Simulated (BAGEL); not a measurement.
**One shape, several levels: triplet HF**

Aim: a comparison of 6 runs (UHF/3-21G, ROHF/cc-pVTZ, UHF/cc-pVTZ, MRCI(8,5)/6-31G*, CASPT2(8,5)/cc-pVTZ, FCI/3-21G) of triplet HF. 

Program for the calculation: BAGEL 1.2.2.

1 further run of the same task is left out (set aside as unsound or not needed). Runs told in other sessions of the task aren't counted.

### 1 The structure to begin with

HF: 2 atoms, total charge 0, spin state triplet. SMILES of the parent species: `F`. Geometry: relaxed at PBE0-D4/def2-TZVP. That shape belongs to the parent species and isn't relaxed for this state.

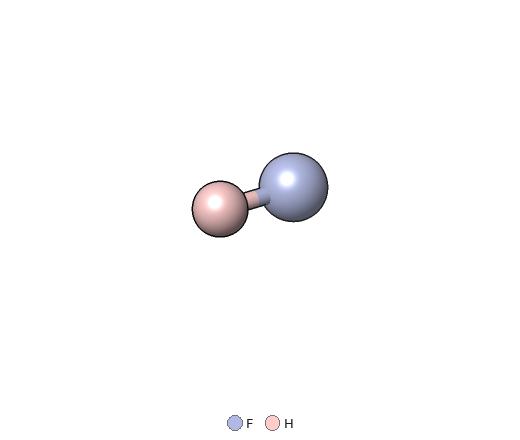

Viewed from a chosen angle; fluorine light blue, hydrogen pink.

### 2 The energy at UHF/3-21G (density fitting with qzvpp-jkfit) (run 1)

job.json reads:

```json
{ "bagel": [

{
  "title": "molecule",
  "basis": "3-21g",
  "df_basis": "qzvpp-jkfit",
  "angstrom": true,
  "geometry": [
    { "atom": "F", "xyz": [      -0.390000,       0.144600,      -0.196400 ] },
    { "atom": "H", "xyz": [       0.390000,      -0.144600,       0.196400 ] }
  ]
},

{
  "title": "uhf",
  "nopen": 2
},

{
  "title": "print",
  "file": "orbitals.molden",
  "orbitals": true
}

]}
```

Launch:

```bash
$ BAGEL_NUM_THREADS=1 BAGEL job.json > job.out
```

Log:

```text
* using 1 threads per process

  ===============================================================
  ===============================================================

  *** Geometry ***

  { "atom" : "F", "xyz" : [     -0.736993,      0.273254,     -0.371142 ] },
  { "atom" : "H", "xyz" : [      0.736993,     -0.273254,      0.371142 ] },

  Number of auxiliary basis functions:       95

  Since a DF basis is specified, we compute 2- and 3-index integrals:
    o Being stored without compression. Storage requirement is 0.000 GB

  Number of basis functions:       11
  Number of electrons      :       10

    * METHOD: MOLECULE                             0.02

  *** Open-shell HF ***

  === Nuclear Repulsion ===
     5.1769523111

      * DIIS with orbital gradients will be used.

  === UHF iteration (3-21g) ===
      0        -99.11469205          0.02828624           0.00
      1        -99.12130628          0.00937562           0.00
      2        -99.12182753          0.00226686           0.00
      3        -99.12188491          0.00084532           0.00
      4        -99.12189630          0.00009263           0.00
      5        -99.12189668          0.00001177           0.00
      6        -99.12189669          0.00000315           0.00
      7        -99.12189669          0.00000091           0.00
      8        -99.12189669          0.00000008           0.00
      9        -99.12189669          0.00000002           0.00
     10        -99.12189669          0.00000001           0.00
    * SCF iteration converged.

    * S^2 (UHF) is 2.0014

    * Permanent dipole moment:
           (    0.591271,    -0.219225,     0.297758) a.u.

    * METHOD: UHF                                  0.04

    * METHOD: PRINT                                0.00

  ===============================================================
```

Wall time 0.2 s (1 thread of Arm Neoverse V1, shared host).

### 3 The energy at ROHF/cc-pVTZ (density fitting with qzvpp-jkfit) (run 2)

input.json reads:

```json
{ "bagel" : [

{
  "title" : "molecule",
  "basis" : "cc-pvtz.json",
  "df_basis" : "qzvpp-jkfit",
  "angstrom" : true,
  "geometry" : [
    { "atom" : "F", "xyz" : [      -0.390000,       0.144600,      -0.196400 ] },
    { "atom" : "H", "xyz" : [       0.390000,      -0.144600,       0.196400 ] }
  ]
},

{ "title" : "rohf", "nopen" : 2 },

{ "title" : "print", "file" : "orbitals.molden", "orbitals" : true }

]}
```

The basis set cc-pVTZ is read from a file made from the Basis Set Exchange's data (not shown).

Launch:

```bash
$ BAGEL_NUM_THREADS=1 BAGEL input.json > input.out
```

Log:

```text
* using 1 threads per process

  ===============================================================
  ===============================================================

  *** Geometry ***

  { "atom" : "F", "xyz" : [     -0.736993,      0.273254,     -0.371142 ] },
  { "atom" : "H", "xyz" : [      0.736993,     -0.273254,      0.371142 ] },

  Number of auxiliary basis functions:       95

  Since a DF basis is specified, we compute 2- and 3-index integrals:
    o Being stored without compression. Storage requirement is 0.001 GB

  Number of basis functions:       44
  Number of electrons      :       10

    * METHOD: MOLECULE                             0.02

  *** Open-shell HF ***

  === Nuclear Repulsion ===
     5.1769523111

      * DIIS with orbital gradients will be used.

  === ROHF iteration (cc-pvtz.json) ===
      0        -99.71253942          0.02077906           0.00
      1        -99.72595648          0.00620972           0.00
      2        -99.72721192          0.00226841           0.00
      3        -99.72740689          0.00048683           0.00
      4        -99.72741936          0.00003720           0.00
      5        -99.72741863          0.00000694           0.00
      6        -99.72741863          0.00000126           0.00
      7        -99.72741863          0.00000035           0.00
      8        -99.72741863          0.00000011           0.00
      9        -99.72741863          0.00000005           0.00
     10        -99.72741863          0.00000001           0.00
    * SCF iteration converged.

    * S^2 (ROHF) is 2.0000

    * Permanent dipole moment:
           (    0.783878,    -0.290638,     0.394753) a.u.

    * METHOD: ROHF                                 0.07

    * METHOD: PRINT                                0.01

  ===============================================================
```

It took 0.22 s on 1 thread of Arm Neoverse V1, shared host.

Runs 3 to 5 aren't shown in full; the table further down has their settings and results.

### 4 A single-point energy at FCI/3-21G (density fitting with qzvpp-jkfit) (run 6)

job.json reads:

```json
{ "bagel": [

{
  "title": "molecule",
  "basis": "3-21g",
  "df_basis": "qzvpp-jkfit",
  "angstrom": "true",
  "geometry": [
    { "atom": "F", "xyz": [   -0.390000,    0.144600,   -0.196400 ] },
    { "atom": "H", "xyz": [    0.390000,   -0.144600,    0.196400 ] }
  ]
},
{ "title": "hf" },
{ "title": "fci", "nstate": 1, "ncore": 1, "nspin": 2 }

]}
```

Launch:

```bash
$ BAGEL_NUM_THREADS=1 BAGEL job.json > job.out
```

Log:

```text
* using 1 threads per process

  ===============================================================
  ===============================================================

  *** Geometry ***

  { "atom" : "F", "xyz" : [     -0.736993,      0.273254,     -0.371142 ] },
  { "atom" : "H", "xyz" : [      0.736993,     -0.273254,      0.371142 ] },

  Number of auxiliary basis functions:       95

  Since a DF basis is specified, we compute 2- and 3-index integrals:
    o Being stored without compression. Storage requirement is 0.000 GB

  Number of basis functions:       11
  Number of electrons      :       10

    * METHOD: MOLECULE                             0.02

  *** RHF ***

  === Nuclear Repulsion ===
     5.1769523111

      * DIIS with orbital gradients will be used.

  === RHF iteration (3-21g) ===
      0        -99.39232144          0.08943025           0.00
      1        -99.44788519          0.03727338           0.00
      2        -99.45950319          0.00456387           0.00
      3        -99.45980325          0.00051616           0.00
      4        -99.45980986          0.00005010           0.00
      5        -99.45980993          0.00000645           0.00
      6        -99.45980993          0.00000045           0.00
      7        -99.45980993          0.00000003           0.00
      8        -99.45980993          0.00000001           0.00
    * SCF iteration converged.

    * Permanent dipole moment:
           (   -0.719876,     0.266908,    -0.362522) a.u.

    * METHOD: HF                                   0.03

  ---------------------------
        FCI calculation
  ---------------------------

  Performs exactly the same way as Knowles & Handy 1984 CPL

  o alpha-beta strings
      length:           372
  o size of the space
      determinant space:  30240
      spin-adapted space: 20790

  o single displacement lists (alpha)
      length:          7560
  o single displacement lists (beta)
      length:          2880
 Constructing space of all determinants that can formed by removing 1 electron from 5 alpha and 3 beta electrons.

 Space is made up of 4 determinants.
  o forming links

     guess   0:   closed 111.......           open ...11.....

  === FCI iteration ===

      0  0       -99.03768695     5.06e-03      0.04
      1  0       -99.19720575     1.70e-03      0.03
      2  0       -99.21040907     4.33e-04      0.03
      3  0       -99.21139102     1.52e-04      0.03
      4  0       -99.21151463     5.23e-05      0.03
      5  0       -99.21152664     1.58e-05      0.03
      6  0       -99.21152767     4.57e-06      0.03
      7  0       -99.21152776     1.19e-06      0.03
      8  0       -99.21152777     3.29e-07      0.03
      9  0       -99.21152777     9.53e-08      0.03
     10  0       -99.21152777     2.35e-08      0.03
     11  0       -99.21152777     6.27e-09      0.03
     12  0       -99.21152777     2.27e-09      0.03
     13  0       -99.21152777     8.06e-10      0.03
     14  0       -99.21152777     1.86e-10      0.03
     15  0 *     -99.21152777     4.60e-11      0.03

     * ci vector, state   0, <S^2> = 2.0000
       222aa.....    -0.9692147522
       2a2a2.....     0.1271967415
       222a.a....     0.1066940227
       2a2aab....    -0.0602018829
       2b2aaa....    -0.0528449732

    * METHOD: FCI                                  0.53

  ===============================================================
```

It took 0.71 s on 1 thread of Arm Neoverse V1, shared host.

### 5 All runs side by side

```tsv
run	level	iteration cap	active rule	energy (Eh)	wall time
1	UHF/3-21G (density fitting with qzvpp-jkfit)	–	–	-99.121897	0.2 s
2	ROHF/cc-pVTZ (density fitting with qzvpp-jkfit)	–	–	-99.727419	0.22 s
3	UHF/cc-pVTZ (density fitting with qzvpp-jkfit)	–	–	-99.732935	0.22 s
4	MRCI(8,5)/6-31G* (density fitting with qzvpp-jkfit, spherical functions)	200	valence	-99.791392	2.2 s
5	CASPT2(8,5)/cc-pVTZ (density fitting with qzvpp-jkfit)	200	valence	-99.950700	0.39 s
6	FCI/3-21G (density fitting with qzvpp-jkfit)	–	–	-99.211528	0.71 s
```

### 6 Outcome

| quantity | value |
| --- | --- |
| run 6: total energy | -99.21153 Eh |

What this shows: Against full CI in this basis: UHF +89.6 mEh. Over runs 1, 2, 3 the dipole moment (its size) runs from 1.77 D (UHF/3-21G) to 2.36 D (UHF/cc-pVTZ). All runs together took 4 s, the longest 2.2 s.
